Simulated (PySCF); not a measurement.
## Electronic structure of CH₇F₃O₂Si₃ in real space

Input file:

```
{"job": {"kind": "nmr", "xc": "PBE0", "basis": "pcSseg-1"}, "charge": 0, "multiplicity": 1}
F      0.730868     0.528590     1.923997
C      1.715719     0.497979     1.001940
F      1.467850     1.527625     0.163564
F      2.844452     0.835331     1.664273
Si     1.843293    -1.214091     0.082642
O      0.406157    -1.524852    -0.531731
Si    -1.174500    -1.385216    -0.971050
O     -1.712271     0.092441    -0.687345
Si    -1.950075     1.660569    -0.286668
H      2.155015    -2.193541     1.113747
H      2.813703    -1.010015    -0.983695
H     -1.165368    -1.610244    -2.407702
H     -1.882445    -2.315531    -0.106931
H     -1.766480     1.768831     1.155521
H     -3.335085     1.904152    -0.691683
H     -0.998431     2.446917    -1.064573
```

Launched as:

```sh
OMP_NUM_THREADS=1 python probes_run.py task.json out
```

Geometry: GFN2-xTB.

Computed with PBE0/pcSseg-1, SCF density, gas phase, non-relativistic in PySCF.

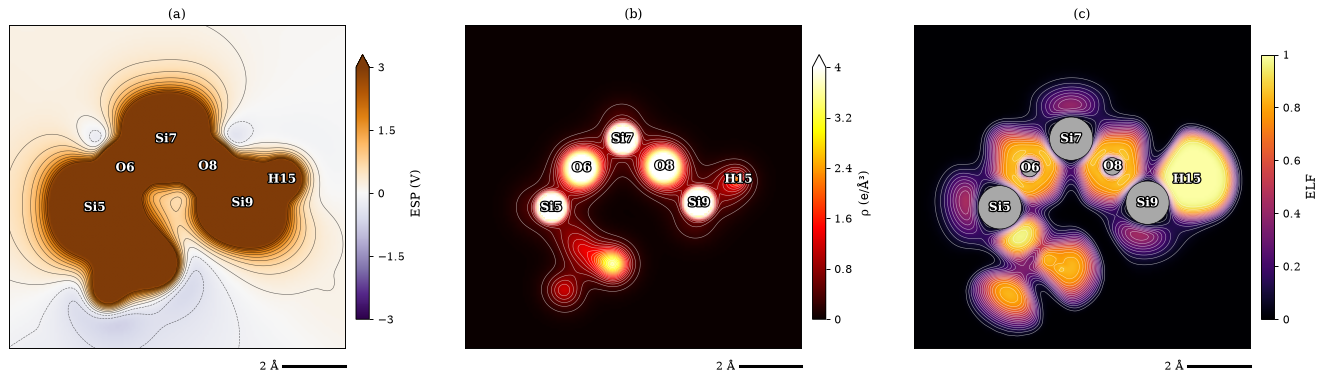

Figure 1. (a) molecular electrostatic potential; (b) electron density; (c) electron localisation function on the plane of atoms Si7, O8 and Si9. Grey discs cover the atomic cores in the ELF map.

Q: Describe what can be read from this map.

A: Atoms in the plane: Si, O and H.
Si–O (1.59 Å): the density is about 1.2 e/Å³ at the midpoint; the ELF peaks at about 0.85 between the atoms (a polar covalent bond).
Si–H (1.46 Å): ρ at the midpoint is about 0.82 e/Å³; the ELF climbs to about 1 towards the hydrogen, as it does in any bond to H.
Si–O (1.64 Å): ρ at the midpoint is about 1.1 e/Å³; the ELF peaks at about 0.85 between the atoms; a polar covalent bond.
The ELF also peaks beside F4, O6 and O8, away from the bonds: lone-pair regions.
Outside the dense part of the molecule the potential is most negative (−0.7 V) near F4, which lies off the plane.

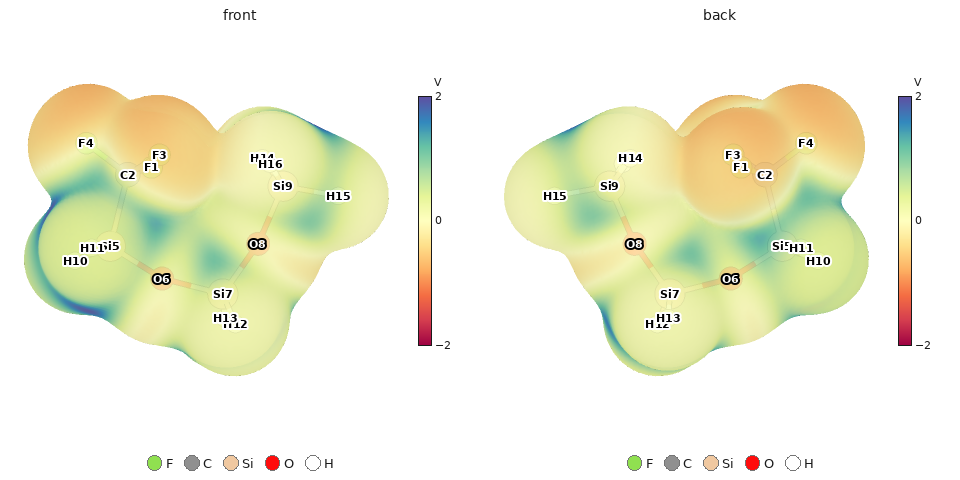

Figure 2. The molecular electrostatic potential painted on the density surface at 0.002 e/bohr³, seen from the front and from behind; red is negative and blue positive.

Q: Which sites attract a positive test charge, and which a negative one?

A: A positive charge is drawn to the negative regions and a negative charge to the positive ones. The most negative region (about −0.7 V) lies over F1 and F4, the most positive (about +1.9 V) over Si5 and Si9.
